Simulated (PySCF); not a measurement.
# C5H9BF2: runs on many settings

Which settings matter for C5H9BF2 (`C=CC[C@@H](C)B(F)F`), and how do bad ones show?

Programs: PySCF 2.14.0, with density-fitted response routines of our own. Each step states its level of theory. These are calculated values for one molecule in the gas phase, unless marked as measured. Atoms count from 0, in the outputs and in this text.

## 1. Starting geometry

17 atoms, charge 0, multiplicity 1; geometry from: GFN2-xTB.

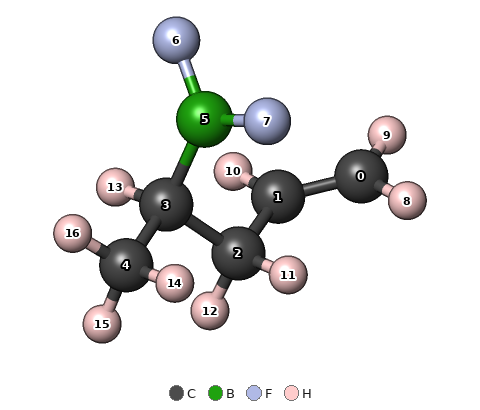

As it starts; carbon dark grey, boron green, fluorine light blue, hydrogen pink, atoms numbered.

## 2. Nuclear shieldings: PBE0/pcSseg-1

Job settings and geometry (Å):

```
{"job": {"kind": "nmr", "xc": "PBE0", "basis": "pcSseg-1"}, "charge": 0, "multiplicity": 1}
C      2.496334     0.930821     0.491649
C      1.643137     0.226701    -0.227524
C      0.588980    -0.668968     0.342668
C     -0.820241    -0.237276    -0.124532
C     -1.871946    -1.190599     0.465992
B     -1.106169     1.265674     0.307756
F     -1.371565     2.233979    -0.546267
F     -1.115989     1.655962     1.565623
H      2.492098     0.895468     1.568704
H      3.238047     1.566818     0.039460
H      1.665247     0.280178    -1.308587
H      0.632447    -0.647424     1.432626
H      0.766507    -1.696299     0.011313
H     -0.854571    -0.324487    -1.215124
H     -1.878077    -1.121193     1.550923
H     -1.646518    -2.216941     0.185379
H     -2.864721    -0.940386     0.099493
```

With the program's defaults for keys left out, this is: GIAO PBE0/pcSseg-1 NMR shielding, non-relativistic, gas phase.

Started as:

```bash
$ OMP_NUM_THREADS=1 python probes_run.py task.json out
```

The driver reads the jobs from task.json and runs them one after another.

Standard output:

```text
coarse grid: 14272 points
cycle   1  E = -419.9425483028  dE =  8.081e-01  |g| = 6.772e-01  |ddm| = 3.523e+00
cycle   2  E = -419.9033976623  dE =  3.915e-02  |g| = 8.847e-01  |ddm| = 8.831e-01
cycle   3  E = -420.0279586493  dE = -1.246e-01  |g| = 6.810e-02  |ddm| = 4.713e-01
cycle   4  E = -420.0288212213  dE = -8.626e-04  |g| = 2.741e-02  |ddm| = 6.954e-02
cycle   5  E = -420.0289823394  dE = -1.611e-04  |g| = 7.404e-03  |ddm| = 2.532e-02
cycle   6  E = -420.0289940607  dE = -1.172e-05  |g| = 2.924e-03  |ddm| = 7.913e-03
cycle   7  E = -420.0289961649  dE = -2.104e-06  |g| = 4.528e-04  |ddm| = 2.308e-03
final grid: 138808 points
cycle   8  E = -420.0867312090  dE = -7.336e-05  |g| = 8.177e-03  |ddm| = 2.919e-02
cycle   9  E = -420.0867280667  dE =  3.142e-06  |g| = 8.893e-03  |ddm| = 1.386e-02
cycle  10  E = -420.0867483120  dE = -2.025e-05  |g| = 8.242e-04  |ddm| = 7.433e-03
cycle  11  E = -420.0867484463  dE = -1.343e-07  |g| = 3.421e-04  |ddm| = 9.002e-04
cycle  12  E = -420.0867484727  dE = -2.637e-08  |g| = 9.202e-05  |ddm| = 2.958e-04
cycle  13  E = -420.0867484746  dE = -1.972e-09  |g| = 2.430e-05  |ddm| = 9.089e-05
cycle  14  E = -420.0867484748  dE = -1.331e-10  |g| = 5.150e-06  |ddm| = 1.981e-05
converged SCF energy = -420.0867484748

GIAO shielding tensors (ppm)
atom      isotropic    diamagn.    paramagn.     s11        s22        s33       span
  0 C       63.996     253.610    -189.615    -47.099     81.144    157.943    205.042
  1 C       40.103     257.530    -217.427    -82.993     46.867    156.437    239.430
  2 C      142.266     249.331    -107.065    124.758    138.335    163.705     38.947
  3 C      161.155     254.575     -93.421    154.224    159.293    169.947     15.724
  4 C      169.158     245.878     -76.720    159.207    160.069    188.200     28.992
  5 B       72.163     194.820    -122.657     43.708     82.078     90.703     46.995
  6 F      231.104     468.357    -237.253     49.102    287.765    356.444    307.342
  7 F      253.727     470.046    -216.319     74.728    296.509    389.944    315.216
  8 H       26.241      31.425      -5.184     22.588     25.755     30.380      7.793
  9 H       26.413      29.053      -2.640     23.460     25.425     30.353      6.893
 10 H       25.606      32.739      -7.133     22.799     25.165     28.853      6.054
 11 H       29.644      33.910      -4.266     27.083     29.115     32.733      5.649
 12 H       29.413      32.142      -2.729     25.548     28.616     34.075      8.527
 13 H       30.345      34.380      -4.035     27.144     28.828     35.062      7.918
 14 H       30.615      29.888       0.727     26.533     29.226     36.086      9.552
 15 H       30.607      29.589       1.018     26.335     28.374     37.112     10.777
 16 H       30.524      28.545       1.979     25.746     27.968     37.857     12.111
```

Run time: 31 s. Hardware: 1 thread of Intel Xeon Platinum 8488C, shared host; peak memory 0.81 GiB.

The references, computed at this level on geometries of the same kind, shield at (ppm): 1H TMS 31.72, 13C TMS 186.9, 19F CFCl3 170.9, 11B BF3·OEt2 100.1. Their shielding less the atom's gives the shift. The references are single molecules in the gas phase, so shifts against H2O, NH3, PH3, H3PO4 or CFCl3 are not on the usual liquid scales and can be off by tens of ppm. Atoms listed in one row are averaged.

| atoms | environment | σ (ppm) | δ (ppm) | δ scaled to CDCl3 |
| --- | --- | --- | --- | --- |
| C1 | alkene CH | 40.1 | 146.8 | 141.4 |
| C0 | terminal =CH2 carbon | 64.0 | 122.9 | 118.1 |
| C2 | allylic sp3 CH2 | 142.3 | 44.7 | 41.7 |
| C3 | sp3 CH bonded to B | 161.2 | 25.8 | 23.2 |
| C4 | methyl carbon | 169.2 | 17.8 | 15.4 |
| H10 | hydrogen on an alkene CH | 25.61 | 6.11 | 5.87 |
| H8 | hydrogen on a terminal =CH2 carbon | 26.24 | 5.48 | 5.27 |
| H9 | hydrogen on a terminal =CH2 carbon | 26.41 | 5.30 | 5.11 |
| H12 | hydrogen on an allylic sp3 CH2 | 29.41 | 2.30 | 2.28 |
| H11 | hydrogen on an allylic sp3 CH2 | 29.64 | 2.07 | 2.06 |
| H13 | hydrogen on an sp3 CH bonded to B | 30.34 | 1.37 | 1.40 |
| H14, H15, H16 | hydrogen on a methyl carbon | 30.58 | 1.13 | 1.18 |
| B5 | boron bonded to C, 2 F | 72.2 | 27.9 | – |
| F6, F7 | fluorine bonded to B | 242.4 | -71.5 | – |

The scaled column applies a straight-line fit of computed shieldings to shifts measured in CDCl3; 19F shifts take a fit of their own (root-mean-square error 0.16 ppm for H, 1.9 ppm for C).

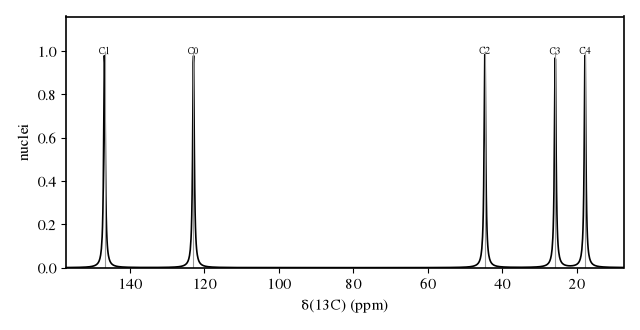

13C lines at the computed shifts, without couplings. Lines are broadened to a width of 0.52 ppm (Lorentzian).

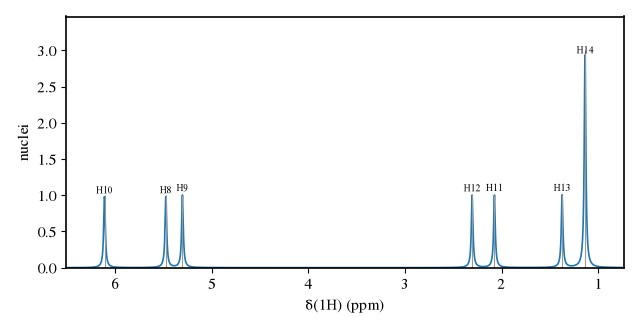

1H lines at the computed shifts, without couplings. Lines are broadened to a width of 0.02 ppm (Lorentzian).

The run also stored atomic charges by several schemes (e):

| atoms | Mulliken | IAO | Hirshfeld | ESP fit |
| --- | --- | --- | --- | --- |
| C0 | -0.13 | -0.32 | -0.10 | -0.47 |
| C1 | -0.27 | -0.14 | -0.04 | -0.11 |
| C2 | -0.15 | -0.25 | -0.07 | -0.14 |
| C3 | -0.54 | -0.28 | -0.10 | 0.04 |
| C4 | -0.23 | -0.41 | -0.11 | -0.44 |
| B5 | 0.81 | 0.73 | 0.31 | 0.66 |
| F6, F7 | -0.29 | -0.31 | -0.14 | -0.30 |

IAO charges:

C0 -0.32; C1 -0.14; C2 -0.25; C3 -0.28; C4 -0.41; B5 0.73; F6 -0.31; F7 -0.31; H8 0.15; H9 0.15; H10 0.14; H11 0.14; H12 0.14; H13 0.14; H14 0.14; H15 0.14; H16 0.14

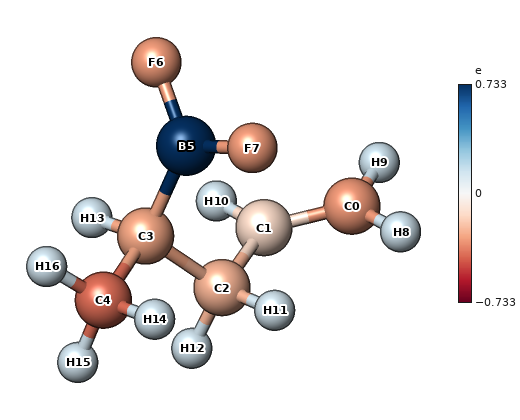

IAO charges, as colours on the atoms.

Mayer bond orders: C0–C1 1.98, C1–C2 1.04, C2–C3 1.00, C3–C4 1.04, C3–B5 0.92, B5–F6 1.13, B5–F7 1.12.

## 3. Excited states and response: PBE0/def2-SVPD

Settings changed since step 2:

```diff
@@ -1,2 +1,2 @@
-{"job": {"kind": "nmr", "xc": "PBE0", "basis": "pcSseg-1"}, "charge": 0, "multiplicity": 1}
+{"job": {"kind": "uv", "xc": "PBE0", "basis": "def2-SVPD", "nstates": 6, "ntriplets": 2}, "charge": 0, "multiplicity": 1}
 C      2.496334     0.930821     0.491649
```

Method: TDDFT PBE0/def2-SVPD, vertical, gas phase, core orbitals frozen in the response.

Standard output:

```text
coarse grid: 14272 points
cycle   1  E = -419.6981191707  dE =  7.466e-01  |g| = 6.329e-01  |ddm| = 6.612e+00
cycle   2  E = -419.6597273437  dE =  3.839e-02  |g| = 8.244e-01  |ddm| = 1.803e+00
cycle   3  E = -419.7783513398  dE = -1.186e-01  |g| = 6.752e-02  |ddm| = 8.297e-01
cycle   4  E = -419.7791984297  dE = -8.471e-04  |g| = 2.643e-02  |ddm| = 1.246e-01
cycle   5  E = -419.7793591240  dE = -1.607e-04  |g| = 7.020e-03  |ddm| = 4.983e-02
cycle   6  E = -419.7793698730  dE = -1.075e-05  |g| = 2.857e-03  |ddm| = 1.635e-02
cycle   7  E = -419.7793719424  dE = -2.069e-06  |g| = 4.123e-04  |ddm| = 4.617e-03
final grid: 138808 points
cycle   8  E = -419.8375120282  dE = -6.983e-05  |g| = 7.733e-03  |ddm| = 1.685e-01
cycle   9  E = -419.8375088338  dE =  3.194e-06  |g| = 8.506e-03  |ddm| = 2.754e-02
cycle  10  E = -419.8375281145  dE = -1.928e-05  |g| = 8.354e-04  |ddm| = 1.358e-02
cycle  11  E = -419.8375282617  dE = -1.471e-07  |g| = 3.101e-04  |ddm| = 1.822e-03
cycle  12  E = -419.8375282833  dE = -2.167e-08  |g| = 8.897e-05  |ddm| = 6.088e-04
cycle  13  E = -419.8375282852  dE = -1.891e-09  |g| = 2.682e-05  |ddm| = 2.059e-04
cycle  14  E = -419.8375282854  dE = -1.672e-10  |g| = 5.007e-06  |ddm| = 4.619e-05
converged SCF energy = -419.8375282854

Static polarisability (au): isotropic 73.939, principal 65.716 67.062 89.039

Singlet excitations
state   eV       nm        f      main configurations
  1   6.7531    183.6   0.02516   H->L 0.50, H->L+1 0.39, H->L+2 0.10
  2   7.2854    170.2   0.02270   H->L+2 0.78, H->L+1 0.15
  3   7.4788    165.8   0.40110   H->L 0.44, H->L+1 0.42
  4   7.7566    159.8   0.04166   H-1->L 0.78, H-1->L+1 0.12
  5   7.8127    158.7   0.00250   H->L+4 0.50, H->L+3 0.41
  6   7.9287    156.4   0.00762   H-2->L 0.52, H-1->L+1 0.29

Triplet excitations (Tamm-Dancoff, eV): 4.4679 6.6084
```

Run time: 43 s. Hardware: 1 thread of Intel Xeon Platinum 8488C, shared host; peak memory 0.96 GiB.

Frontier orbitals and where they lie:

| orbital | eV | atoms |
| --- | --- | --- |
| HOMO−3 | -9.83 | C3 23 %, C2 21 %, C4 14 % |
| HOMO−2 | -9.64 | C1 19 %, C2 19 %, C0 12 % |
| HOMO−1 | -9.18 | C3 27 %, B5 16 %, C4 12 % |
| HOMO | -7.72 | C0 38 %, C1 34 %, C2 8 % |
| LUMO | 0.00 | C0 24 %, C1 20 %, B5 14 % |
| LUMO+1 | 0.28 | B5 24 %, C1 13 %, C0 11 % |
| LUMO+2 | 0.61 | B5 29 %, C1 9 %, C0 7 % |

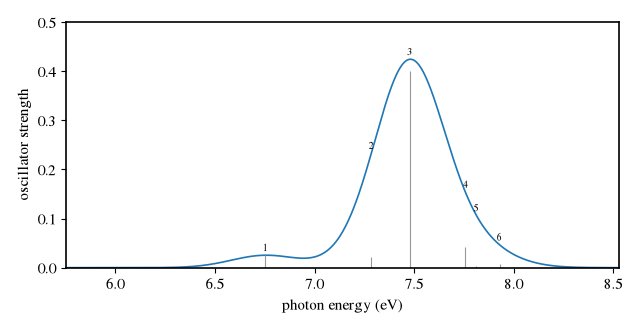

Absorption spectrum from the 6 singlet states computed; above the last one it falls off for lack of states. Lines are broadened to a width of 0.40 eV (Gaussian).

Further results of this job:

| property | computed |
| --- | --- |
| dipole moment (D) | 1.94 |
| polarisability (Å³) | 10.96 |
| HOMO–LUMO gap (eV) | 7.71 |
| −ε(HOMO) (eV) | 7.72 |

## 4. Ultraviolet spectrum: LC-wPBE/6-311G**

Settings changed since step 3:

```diff
@@ -1,2 +1,2 @@
-{"job": {"kind": "uv", "xc": "PBE0", "basis": "def2-SVPD", "nstates": 6, "ntriplets": 2}, "charge": 0, "multiplicity": 1}
+{"job": {"kind": "uv", "xc": "LC-wPBE", "basis": "6-311G**", "nstates": 6, "ntriplets": 0, "tda": true}, "charge": 0, "multiplicity": 1}
 C      2.496334     0.930821     0.491649
```

With the program's defaults for keys left out, this is: TDA LC-wPBE/6-311G**, vertical, gas phase, core orbitals frozen in the response.

Standard output:

```text
coarse grid: 14272 points
cycle   1  E = -420.3449089191  dE =  1.227e+00  |g| = 7.189e-01  |ddm| = 3.131e+00
cycle   2  E = -420.3685440326  dE = -2.364e-02  |g| = 7.520e-01  |ddm| = 7.454e-01
cycle   3  E = -420.4427638702  dE = -7.422e-02  |g| = 4.768e-02  |ddm| = 3.370e-01
cycle   4  E = -420.4434421000  dE = -6.782e-04  |g| = 1.842e-02  |ddm| = 6.464e-02
cycle   5  E = -420.4435329705  dE = -9.087e-05  |g| = 4.571e-03  |ddm| = 2.095e-02
cycle   6  E = -420.4435389914  dE = -6.021e-06  |g| = 1.364e-03  |ddm| = 5.148e-03
final grid: 138808 points
cycle   7  E = -420.4441644504  dE = -1.168e-04  |g| = 7.095e-03  |ddm| = 2.763e-02
cycle   8  E = -420.4441672870  dE = -2.837e-06  |g| = 6.239e-03  |ddm| = 7.399e-03
cycle   9  E = -420.4441731588  dE = -5.872e-06  |g| = 7.546e-04  |ddm| = 3.095e-03
cycle  10  E = -420.4441732682  dE = -1.094e-07  |g| = 2.632e-04  |ddm| = 6.217e-04
cycle  11  E = -420.4441732729  dE = -4.681e-09  |g| = 3.971e-05  |ddm| = 2.394e-04
cycle  12  E = -420.4441732734  dE = -5.086e-10  |g| = 1.812e-05  |ddm| = 6.719e-05
converged SCF energy = -420.4441732734

Static polarisability (au): isotropic 64.794, principal 55.273 59.116 79.992

Singlet excitations
state   eV       nm        f      main configurations
  1   8.2528    150.2   0.45279   H->L 0.87
  2   8.3258    148.9   0.08487   H-1->L 0.29, H->L+1 0.18, H-1->L+1 0.14
  3   8.4018    147.6   0.13931   H-2->L 0.45, H-1->L+1 0.24
  4   8.5447    145.1   0.06851   H->L+1 0.36, H->L+2 0.22, H-1->L 0.14
  5   9.0698    136.7   0.00815   H->L+2 0.23, H->L+3 0.21, H->L+1 0.20
  6   9.2328    134.3   0.00134   H-3->L 0.22, H->L+3 0.20, H-4->L 0.17
```

Run time: 37 s. Hardware: 1 thread of Intel Xeon Platinum 8488C, shared host; peak memory 0.89 GiB.

Key values: HOMO -10.38 eV, LUMO 2.62 eV; lowest singlet 8.25 eV.

## 5. Excited states and response: PBE0/def2-SVPD

Settings changed since step 4:

```diff
@@ -1,2 +1,2 @@
-{"job": {"kind": "uv", "xc": "LC-wPBE", "basis": "6-311G**", "nstates": 6, "ntriplets": 0, "tda": true}, "charge": 0, "multiplicity": 1}
+{"job": {"kind": "uv", "xc": "PBE0", "basis": "def2-SVPD", "nstates": 25, "ntriplets": 0, "tda": false, "scf": {"max_cycle": 3}, "grid": 0}, "charge": 0, "multiplicity": 1}
 C      2.496334     0.930821     0.491649
```

Level: TDDFT PBE0/def2-SVPD, vertical, gas phase, core orbitals frozen in the response.

Standard output:

```text
final grid: 14272 points
cycle   1  E = -419.6981191707  dE =  7.466e-01  |g| = 6.329e-01  |ddm| = 6.612e+00
cycle   2  E = -419.6597273437  dE =  3.839e-02  |g| = 8.244e-01  |ddm| = 1.803e+00
cycle   3  E = -419.7783513398  dE = -1.186e-01  |g| = 6.752e-02  |ddm| = 8.297e-01
SCF not converged, last energy = -419.7783513398
```

It took 3.3 s on 1 thread of Intel Xeon Platinum 8488C, shared host; peak memory 0.71 GiB.

Diagnosis: The cap of 3 cycles ended the SCF at a gradient of 6.8e-02. Cure: raise the cap. Numbers printed on the way are no properties of the molecule.

## 6. Nuclear shieldings: X3LYP/6-311G**

Settings changed since step 5:

```diff
@@ -1,2 +1,2 @@
-{"job": {"kind": "uv", "xc": "PBE0", "basis": "def2-SVPD", "nstates": 25, "ntriplets": 0, "tda": false, "scf": {"max_cycle": 3}, "grid": 0}, "charge": 0, "multiplicity": 1}
+{"job": {"kind": "nmr", "xc": "X3LYP", "basis": "6-311G**", "pop": false, "scf": {"aux": "def2-universal-jkfit"}}, "charge": 0, "multiplicity": 1}
 C      2.496334     0.930821     0.491649
```

Method: GIAO X3LYP/6-311G** NMR shielding, non-relativistic, gas phase.

Standard output:

```text
final grid: 138808 points
cycle   1  E = -420.4277998311  dE =  8.036e-01  |g| = 7.803e-01  |ddm| = 3.207e+00
cycle   2  E = -420.3484468696  dE =  7.935e-02  |g| = 1.096e+00  |ddm| = 1.091e+00
cycle   3  E = -420.5389054062  dE = -1.905e-01  |g| = 8.653e-02  |ddm| = 6.125e-01
cycle   4  E = -420.5402838937  dE = -1.378e-03  |g| = 3.652e-02  |ddm| = 8.458e-02
cycle   5  E = -420.5405655261  dE = -2.816e-04  |g| = 8.994e-03  |ddm| = 2.953e-02
cycle   6  E = -420.5405826906  dE = -1.716e-05  |g| = 3.694e-03  |ddm| = 8.554e-03
cycle   7  E = -420.5405860117  dE = -3.321e-06  |g| = 6.819e-04  |ddm| = 2.619e-03
cycle   8  E = -420.5405861182  dE = -1.065e-07  |g| = 1.928e-04  |ddm| = 6.397e-04
cycle   9  E = -420.5405861271  dE = -8.882e-09  |g| = 3.141e-05  |ddm| = 1.461e-04
cycle  10  E = -420.5405861273  dE = -2.012e-10  |g| = 1.012e-05  |ddm| = 3.131e-05
converged SCF energy = -420.5405861273

GIAO shielding tensors (ppm)
atom      isotropic    diamagn.    paramagn.     s11        s22        s33       span
  0 C       66.605     252.230    -185.626    -42.591     86.227    156.178    198.769
  1 C       39.692     255.326    -215.634    -82.628     48.523    153.180    235.808
  2 C      139.198     246.224    -107.026    121.151    134.981    161.461     40.310
  3 C      157.259     250.688     -93.429    150.642    155.172    165.963     15.322
  4 C      167.744     243.962     -76.217    157.367    158.038    187.828     30.461
  5 B       74.830     200.392    -125.562     47.189     83.314     93.987     46.798
  6 F      228.528     464.233    -235.704     45.867    287.796    351.922    306.055
  7 F      253.501     465.989    -212.488     73.243    297.579    389.682    316.439
  8 H       26.852      32.028      -5.176     23.262     26.445     30.849      7.587
  9 H       27.100      29.975      -2.875     24.249     26.199     30.851      6.602
 10 H       26.072      32.872      -6.800     23.034     25.783     29.399      6.365
 11 H       30.079      33.996      -3.917     27.647     29.758     32.834      5.187
 12 H       29.868      32.149      -2.282     26.306     29.406     33.891      7.584
 13 H       30.853      34.059      -3.206     27.797     29.679     35.083      7.286
 14 H       31.189      30.379       0.810     27.469     29.882     36.215      8.747
 15 H       31.159      30.079       1.081     27.292     29.106     37.080      9.789
 16 H       31.085      29.320       1.765     26.651     28.722     37.881     11.229
```

It took 27 s on 1 thread of Intel Xeon Platinum 8488C, shared host; peak memory 0.84 GiB.

Key values: δ C1 146.2, C0 119.3, C2 46.7, C3 28.7, H10 6.16, H8 5.38 ppm.

## 7. Comparing the runs: NMR shifts

Shifts (ppm) of some atoms, chosen among heavy atoms and hydrogens apart, means over like atoms, with basis size and wall time:

| run | C1 | C0 | C2 | C3 | H8 | H9 | F6 | functions | time |
| --- | --- | --- | --- | --- | --- | --- | --- | --- | --- |
| PBE0/pcSseg-1 | 146.8 | 122.9 | 44.7 | 25.8 | 5.48 | 5.30 | -71.5 | 181 | 31 s |
| X3LYP/6-311G** | 146.2 | 119.3 | 46.7 | 28.7 | 5.38 | 5.13 | -80.2 | 198 | 27 s |

## 8. Run by run: electronic excitations

Excitations and ground-state properties, with basis size and wall time:

| run | lowest singlet (eV) | brightest (eV) | f | gap (eV) | α (Å³) | μ (D) | functions | time |
| --- | --- | --- | --- | --- | --- | --- | --- | --- |
| PBE0/def2-SVPD | 6.75 | 7.48 | 0.401 | 7.71 | 10.96 | 1.94 | 238 | 43 s |
| LC-wPBE/6-311G** | 8.25 | 8.25 | 0.453 | 13.00 | 9.60 | 1.77 | 198 | 37 s |

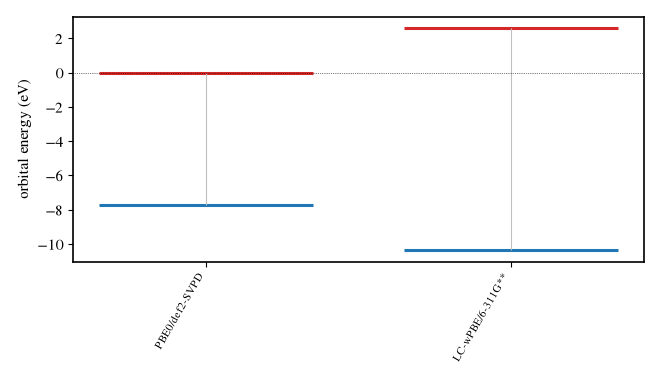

HOMO (blue) and LUMO (red) run by run.

## 9. Results

| quantity | value |
| --- | --- |
| 13C shifts against TMS (PBE0/pcSseg-1) | 146.8, 122.9, 44.7, 25.8, 17.8 ppm |
| 1H shifts against TMS (PBE0/pcSseg-1, means over atoms taken as alike) | 6.11, 5.48, 5.30, 2.30, 2.07, 1.37, 1.13 ppm |
| 11B shifts against BF3·OEt2 (PBE0/pcSseg-1) | 27.9 ppm |
| 19F shifts against CFCl3 (PBE0/pcSseg-1, means over atoms taken as alike) | -71.5 ppm |
| lowest singlet (PBE0/def2-SVPD) | 6.75 eV (184 nm), f = 0.025 |
| brightest single state of those computed | state 3, 7.48 eV, f = 0.401 |
| lowest triplet | 4.47 eV |
| range of the shift of F6 (with its like atoms) | -80.2 to -71.5 ppm |
| range of the lowest singlet | 6.75 to 8.25 eV |
| property runs in this session | 5, of which 1 failed and 0 gave unsound results |

In words: Single values in the summary come from the first sound run of each kind (PBE0/pcSseg-1; PBE0/def2-SVPD), which need not be the best level. The most deshielded carbon is C1 (alkene CH), at 146.8 ppm: as expected for a trigonal carbon in a double bond. The most deshielded hydrogen is H10 (hydrogen on an alkene CH), at 6.11 ppm: a vinylic proton, deshielded by the sp2 carbon and the C=C anisotropy. At PBE0/pcSseg-1: Shielding is most anisotropic at F6, F7 (span 311 ppm, paramagnetic term -227 ppm). The lowest singlet, at 6.75 eV, is HOMO→LUMO 0.50, HOMO→LUMO+1 0.39 and is weak; of the 6 states computed, the strongest absorption comes from state 3 at 7.48 eV. The lowest triplet lies 2.29 eV below the lowest singlet (triplets in Tamm-Dancoff, singlets in full TDDFT). Among the atoms with a shift in every run: In ppm, F6 (with its like atoms) moves most: its shift spreads over 8.8 ppm, from -80.2 (X3LYP/6-311G**) to -71.5 (PBE0/pcSseg-1). Most of that comes from the computed reference, not from the atom's own shielding. The lowest singlet runs from 6.75 eV (PBE0/def2-SVPD) to 8.25 eV (LC-wPBE/6-311G**), while the orbital gap spans 7.71 to 13.00 eV. Some runs use the Tamm-Dancoff approximation and others full TDDFT, which shifts states apart from functional and basis. The lowest state need not be the same one in every run.
